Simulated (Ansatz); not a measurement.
```xyz
14

C    -0.5086   -1.0144    0.2456
C    -0.4597   -1.9225    1.4813
C     2.1107   -0.3347    3.0026
Cl   -1.0435    0.6128    3.6270
Cl    0.2101   -2.4995    4.7242
Ge    0.2894   -1.0477    3.0763
H     0.4908   -0.6792   -0.0550
H    -0.9433   -1.5504   -0.6064
H    -1.1218   -0.1254    0.4260
H     0.1550   -2.8129    1.3028
H    -1.4590   -2.2700    1.7624
H     2.8111   -1.1449    2.7808
H     2.3602    0.1074    3.9695
H     2.1741    0.4318    2.2253
```

Geometry: B3LYP/6-31G*.

Level of theory: Ansatz 0.2.0, isolated molecule in a Gaussian basis; Kohn-Sham density functional theory, functional PBE0.

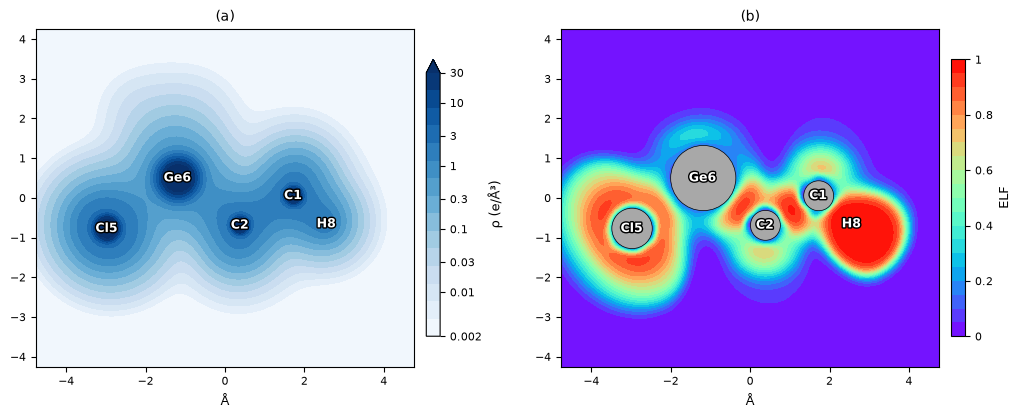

C$_{3}$H$_{8}$Cl$_{2}$Ge. (a) electron density; (b) ELF on the plane of atoms C1, C2 and Ge6. Grey discs cover the atomic cores in the ELF map.

**What does the map show?**

- The plane passes through C, Cl, Ge and H nuclei.
- C–C (1.53 Å): the density is about 1.6 e/Å³ at the midpoint; the ELF peaks at about 0.95 between the atoms (a covalent bond).
- C–Ge (1.97 Å): ρ is about 0.89 e/Å³ halfway; the ELF peaks at about 0.90 between the atoms (localised, covalent bonding).
- Ge–Cl (2.20 Å): ρ at the midpoint is about 0.68 e/Å³; the ELF peaks at about 0.85 in the valence shell of Cl, 0.9 Å from its nucleus, and is about 0.65 at the midpoint.
- C–H (1.10 Å): the density is about 1.9 e/Å³ at the midpoint; the ELF climbs to about 1 towards the hydrogen, as it does in any bond to H: an ordinary covalent bond to hydrogen.
- The ELF also peaks beside Cl5, away from the bonds: lone-pair regions.
